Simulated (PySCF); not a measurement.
# Run report: C5H10ClFSi, calculation

C5H10ClFSi, computed with PBE/def2-TZVPP electric field gradients, non-relativistic, gas phase (PySCF 2.14.0).

The geometry comes from this level: PBE0-D3(BJ)/def2-SVP. Figures and captions count atoms from 1; the log counts them from 0 in places.

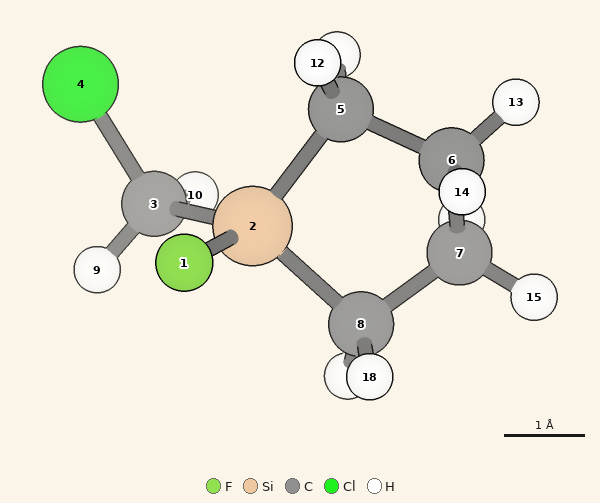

Fig. 1: The structure as given in the input (ball-and-stick view, seen at a tilt; atoms are numbered from 1 in the order of the input).

### The input
```
{"job": {"kind": "efgt", "xc": "PBE", "basis": "def2-TZVPP"}, "charge": 0, "multiplicity": 1}
F     -0.151669     0.437322     1.913850
Si    -0.264470     0.315765     0.287917
C      1.426482     0.757350    -0.407733
Cl     2.586575    -0.570623    -0.082154
C     -0.911811    -1.352431    -0.268680
C     -2.370741    -1.048342    -0.647940
C     -2.439779     0.349856    -1.276464
C     -1.695545     1.345809    -0.368407
H      1.832202     1.679195     0.034353
H      1.376195     0.899192    -1.498064
H     -0.331787    -1.674569    -1.151236
H     -0.808504    -2.146720     0.484683
H     -2.793245    -1.809888    -1.322916
H     -2.995385    -1.061145     0.262667
H     -3.482059     0.657162    -1.459401
H     -1.950329     0.319734    -2.266755
H     -1.419436     2.277274    -0.884717
H     -2.324966     1.631238     0.492686
```

The first line tells a small driver script what to run in PySCF; the rest is the geometry in Å.

### What the program printed
```
coarse grid: 15968 points
cycle   1  E = -1045.4632920901  dE =  5.516e-01  |g| = 8.621e-01  |ddm| = 3.365e+00
cycle   2  E = -1045.1248586219  dE =  3.384e-01  |g| = 1.575e+00  |ddm| = 2.867e+00
cycle   3  E = -1045.6183449019  dE = -4.935e-01  |g| = 1.908e-01  |ddm| = 2.195e+00
cycle   4  E = -1045.6243957378  dE = -6.051e-03  |g| = 8.065e-02  |ddm| = 2.292e-01
cycle   5  E = -1045.6254775975  dE = -1.082e-03  |g| = 2.846e-02  |ddm| = 7.584e-02
cycle   6  E = -1045.6256644587  dE = -1.869e-04  |g| = 5.983e-03  |ddm| = 2.990e-02
cycle   7  E = -1045.6256718054  dE = -7.347e-06  |g| = 1.683e-03  |ddm| = 6.724e-03
final grid: 220992 points
cycle   8  E = -1045.6153695942  dE = -1.338e-04  |g| = 1.385e-02  |ddm| = 1.344e-01
cycle   9  E = -1045.6152936150  dE =  7.598e-05  |g| = 2.185e-02  |ddm| = 2.938e-02
cycle  10  E = -1045.6154124345  dE = -1.188e-04  |g| = 3.004e-03  |ddm| = 1.917e-02
cycle  11  E = -1045.6154142502  dE = -1.816e-06  |g| = 8.548e-04  |ddm| = 3.115e-03
cycle  12  E = -1045.6154143580  dE = -1.078e-07  |g| = 2.933e-04  |ddm| = 8.195e-04
cycle  13  E = -1045.6154143731  dE = -1.507e-08  |g| = 6.322e-05  |ddm| = 3.185e-04
cycle  14  E = -1045.6154143740  dE = -9.127e-10  |g| = 1.104e-05  |ddm| = 7.460e-05
```

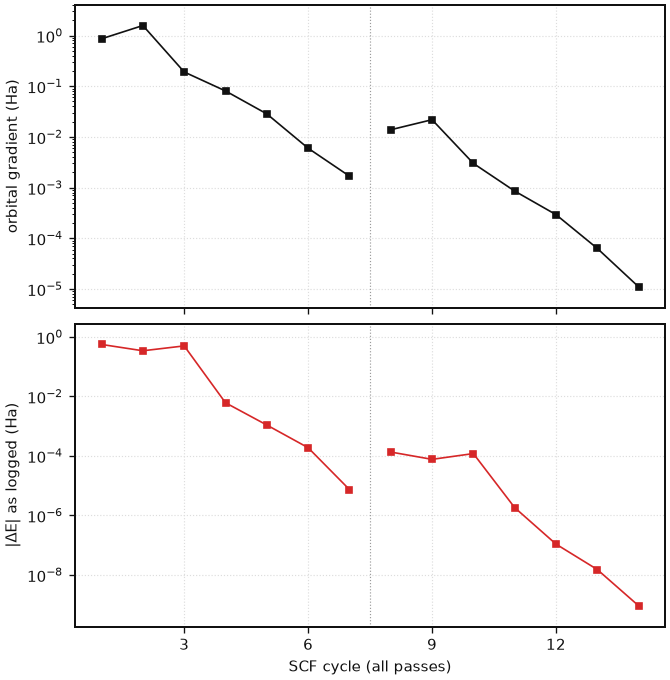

Fig. 2: Convergence of the self-consistent field: orbital gradient and size of the energy change against the SCF cycle. The dotted line marks the change from a coarse to the final integration grid. The first 7 cycles use a coarse grid, the final grid takes over at cycle 8, and the field converges after 14 cycles in all.

```
converged SCF energy = -1045.6154143740

Field-gradient tensors (au): xx yy zz xy xz yz
  0 F    -0.56456   -0.55117    1.11573    0.01562    0.09545    0.13494
  1 Si   -0.31953   -0.32353    0.64305   -0.03934   -0.05149    0.02132
  2 C    -0.00755    0.16761   -0.16006   -0.34604    0.12957   -0.07027
  3 Cl    0.57664    1.27715   -1.85379   -2.89849    0.68500   -0.79254
  4 C     0.07325   -0.07813    0.00488   -0.04285   -0.00940   -0.03204
  5 C     0.04400   -0.00399   -0.04001   -0.01777    0.02687   -0.03425
  6 C    -0.03149    0.03073    0.00076    0.04070    0.03336    0.02213
  7 C    -0.04299    0.00714    0.03584    0.07034   -0.01194    0.04807
  8 H    -0.08001    0.15407   -0.07406    0.12024    0.06862    0.13785
  9 H    -0.13880   -0.12665    0.26545   -0.01178    0.02024   -0.04981
 10 H    -0.02395   -0.10600    0.12995   -0.06488   -0.16939    0.09325
 11 H    -0.13083    0.07498    0.05584   -0.02979    0.02289   -0.21017
 12 H    -0.07733    0.05887    0.01845    0.10533    0.09570    0.17299
 13 H    -0.00534   -0.13383    0.13916    0.00070   -0.18584   -0.00344
 14 H     0.22857   -0.10235   -0.12622   -0.10745    0.06180   -0.01761
 15 H    -0.05370   -0.13215    0.18585   -0.00363   -0.15986    0.01099
 16 H    -0.11828    0.15966   -0.04138    0.09245   -0.05071   -0.16434
 17 H    -0.00273   -0.10735    0.11008   -0.05470   -0.18405    0.08400
```

### Key numbers

```tsv
quantity	value
outcome	converged
total energy	−1045.615414 hartree
hardware	8 threads of Arm Neoverse N1, 98 GiB of memory available, shared host
wall time	47 s (CPU time 2.1 min)
peak memory	2.7 GiB
```
